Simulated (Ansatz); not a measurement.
# AlClF2H3N: two geometries relaxed, part 2 of 2

Aim: relax the geometries before and after the reaction (ligand exchange), and see whether they are two minima and how far apart in energy. Meant to form: Al1–N5, H8–F2; to break: Al1–F2, H8–N5. The start is a guess near the saddle point, from which both ends are pulled out.

Ansatz 0.2.0; RHF/def2-SVP. The steps go on from the part before.

### Step 5. End point B

It starts where the restrained run ended.

Input file input.yaml:

```yaml
crystal:
  periodic: [false, false, false]
  atoms:
    - { symbol: Al, position_ang: [0.213882, -0.587919, -0.414198] }
    - { symbol: F, position_ang: [0.054509, 0.177298, 2.358844] }
    - { symbol: Cl, position_ang: [1.880974, 0.544528, -0.90819] }
    - { symbol: F, position_ang: [-1.282287, -0.195429, -0.958194] }
    - { symbol: "N", position_ang: [0.388683, -2.142679, 0.592769] }
    - { symbol: H, position_ang: [-0.332723, -2.839704, 0.592052] }
    - { symbol: H, position_ang: [1.28817, -2.573504, 0.704322] }
    - { symbol: H, position_ang: [0.153793, -0.730591, 2.334595] }
basis:
  gaussian: { orbitals: def2-SVP }
hamiltonian:
  xc: hf
relax:
  f_tol: 0.03
  max_steps: 50
output:
  orbitals: {}
```

Launch:

```
> ansatz run input.yaml --threads 1 --pin off --max-ram 2048MiB --backend cpu --events-out ev --progress --plain --runs-dir out
```

The program printed, shortened:

```text
Warning: RAYON_NUM_THREADS=1 ignored (pool sized by the plan → 1); use --threads N
[...]
Functional definition: HF
[...]
935 factors; integrals over basis functions are off by at most 4.2e-4 eV
[...]
mean field -26021.28674980 eV, -956.2646501935 hartree, gradient 5.5e-5 eV, S^2 0.000000; 0 other end points of the search recorded, 0 dependent functions left out
[...]
reference -26021.28674980 eV, -956.2646501935 hartree; 29, 29 occupied and 64, 64 virtual orbitals, 935 factors
relax step   1: F+E_penalty+E_count = -26021.28674980 eV  Δ(F+E_penalty+E_count) = +0.000e0 eV  max|allowed force component| = 1.713e0 eV/Å  Δτ_max = 0.0000 Å  (35 SCF iters, accepted)
[...]
relax step   4: F+E_penalty+E_count = -26021.68230390 eV  Δ(F+E_penalty+E_count) = -7.852e-2 eV  max|allowed force component| = 5.378e-1 eV/Å  Δτ_max = 0.1932 Å  (31 SCF iters, accepted)
[...]
relax step   7: F+E_penalty+E_count = -26021.70231975 eV  Δ(F+E_penalty+E_count) = -5.321e-3 eV  max|allowed force component| = 1.026e-1 eV/Å  Δτ_max = 0.0266 Å  (33 SCF iters, accepted)
[...]
relax step  10: F+E_penalty+E_count = -26021.70637622 eV  Δ(F+E_penalty+E_count) = -2.592e-3 eV  max|allowed force component| = 4.533e-2 eV/Å  Δτ_max = 0.0371 Å  (33 SCF iters, accepted)
[...]
relax step  13: F+E_penalty+E_count = -26021.71940295 eV  Δ(F+E_penalty+E_count) = -7.786e-3 eV  max|allowed force component| = 1.973e-1 eV/Å  Δτ_max = 0.0435 Å  (33 SCF iters, accepted)
[...]
relax step  14: F+E_penalty+E_count = -26021.75348452 eV  Δ(F+E_penalty+E_count) = -3.408e-2 eV  max|allowed force component| = 7.034e-1 eV/Å  Δτ_max = 0.0761 Å  (33 SCF iters, accepted)
[...]
936 factors; integrals over basis functions are off by at most 1.0e-3 eV
```

### Step 6. More of the same log: end point B relaxed

Output, continued, shortened:

```text
mean field -26022.00097767 eV, -956.2908975837 hartree, gradient 5.7e-5 eV, S^2 0.000000; 0 other end points of the search recorded, 0 dependent functions left out
[...]
reference -26022.00097767 eV, -956.2908975837 hartree; 29, 29 occupied and 64, 64 virtual orbitals, 936 factors
relax step  15: F+E_penalty+E_count = -26022.00097767 eV  Δ(F+E_penalty+E_count) = -2.475e-1 eV  max|allowed force component| = 2.287e0 eV/Å  Δτ_max = 0.1307 Å  (33 SCF iters, accepted)
[...]
relax step  17: F+E_penalty+E_count = -26023.42802611 eV  Δ(F+E_penalty+E_count) = -5.297e-1 eV  max|allowed force component| = 1.587e0 eV/Å  Δτ_max = 0.2000 Å  (31 SCF iters, accepted)
[...]
relax step  19: F+E_penalty+E_count = -26023.78492623 eV  Δ(F+E_penalty+E_count) = -1.282e-1 eV  max|allowed force component| = 1.455e0 eV/Å  Δτ_max = 0.1885 Å  (30 SCF iters, accepted)
[...]
reference -26023.83852628 eV, -956.3584262494 hartree; 29, 29 occupied and 64, 64 virtual orbitals, 934 factors
Total energy: -26023.83852628 eV, -956.3584262494 hartree
Atom 0 at     0.126887    -0.105595     0.200590 Å, force    -0.017191    -0.009464     0.012150 eV/Å
Atom 1 at    -0.095089     0.693647     1.637073 Å, force     0.001543     0.008175    -0.000366 eV/Å
Atom 2 at     1.920207     0.301182    -0.847378 Å, force     0.006196    -0.001125    -0.002734 eV/Å
Atom 3 at    -1.233610    -0.351413    -0.715932 Å, force     0.001173     0.003649    -0.004898 eV/Å
Atom 4 at     0.385783    -1.973656     0.908227 Å, force     0.007815     0.014449    -0.004934 eV/Å
Atom 5 at    -0.333339    -2.581105     0.542846 Å, force     0.002349    -0.003679     0.000793 eV/Å
Atom 6 at     1.283434    -2.362780     0.661336 Å, force    -0.001924    -0.007294    -0.000033 eV/Å
Atom 7 at     0.310729    -1.968280     1.915238 Å, force     0.000040    -0.004712     0.000021 eV/Å
Dipole moment:     0.154965    -1.295078     0.502073 e Å
```

Wall time 55 s (1 thread of Arm Neoverse V1, shared host); peak memory 0.17 GiB.

Step by step:

| step | energy from step 1 (eV) | largest force component (eV/Å) |
| --- | --- | --- |
| 1 | 0.0000 | 1.7130 |
| 2 | -0.1698 | 0.7243 |
| 3 | -0.3170 | 0.5581 |
| 4 | -0.3956 | 0.5378 |
| 5x | -0.3876 | 1.0457 |
| 6 | -0.4102 | 0.3153 |
| 7 | -0.4156 | 0.1026 |
| 8 | -0.4170 | 0.0703 |
| 9x | -0.4150 | 0.5727 |
| 10 | -0.4196 | 0.0453 |
| 11 | -0.4223 | 0.0902 |
| 12 | -0.4249 | 0.3232 |
| 13 | -0.4327 | 0.1973 |
| 14 | -0.4667 | 0.7034 |
| 15 | -0.7142 | 2.2869 |
| 16 | -1.6116 | 2.7686 |
| 17 | -2.1413 | 1.5870 |
| 18 | -2.3699 | 1.1400 |
| 19 | -2.4982 | 1.4553 |
| 20x | -2.4886 | 1.1494 |
| 21 | -2.5468 | 0.2506 |
| 22 | -2.5510 | 0.0577 |
| 23 | -2.5518 | 0.0172 |

Step 1 is the start. 3 steps were tried and not accepted (5, 9, 20; marked x where the table lists them).

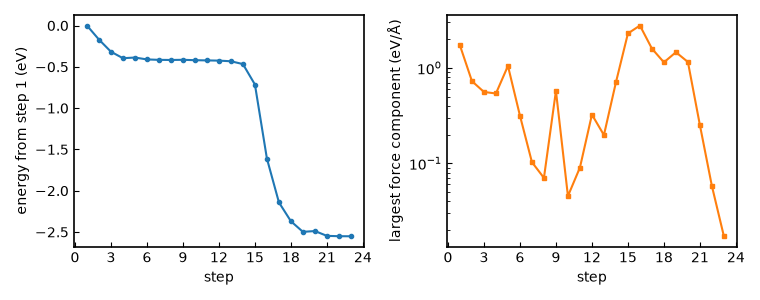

How energy and force went from step to step.

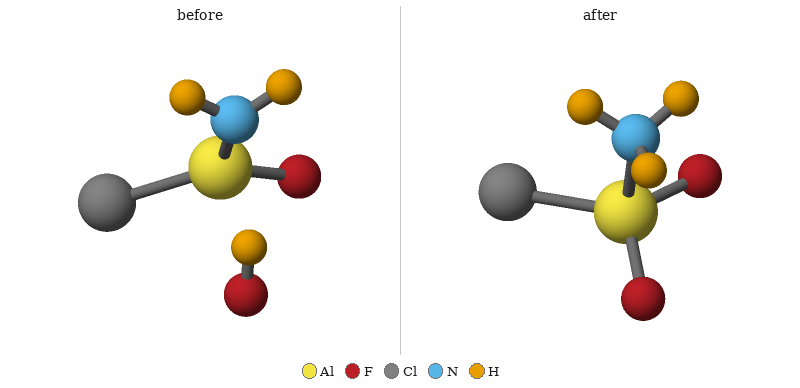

Before and after, at one scale.

After: Bond lengths: Al1–F2 1.659 Å, Al1–Cl3 2.117 Å, Al1–F4 1.659 Å, Al1–N5 2.014 Å, N5–H6 1.010 Å, N5–H7 1.009 Å, N5–H8 1.010 Å. Angles: F2–Al1–Cl3 116.7°, F2–Al1–F4 116.1°, F2–Al1–N5 99.2°, Cl3–Al1–F4 116.7°, Cl3–Al1–N5 104.1°, F4–Al1–N5 99.3°, Al1–N5–H6 109.8°, Al1–N5–H7 112.7°, Al1–N5–H8 109.6°, H6–N5–H7 108.2°, H6–N5–H8 108.1°, H7–N5–H8 108.2°.

Pairs that crossed the distance rule for bonds on the way: came closer Al1–F2, N5–H8; moved apart F2–H8.

### Step 7. What came out

What follows sums up all 2 parts.

| quantity | value |
| --- | --- |
| end A | 11 moves, 1.415 eV lower |
| end B | 19 moves, 2.552 eV lower |
| largest difference between the ends | 0.01 Å |
| end B relative to end A | -0.000 eV |

In words: Both starts fell into the same minimum (no atom differs by more than 0.01 Å), so from this start no second minimum was found and no band was run; another arrangement could still be one.
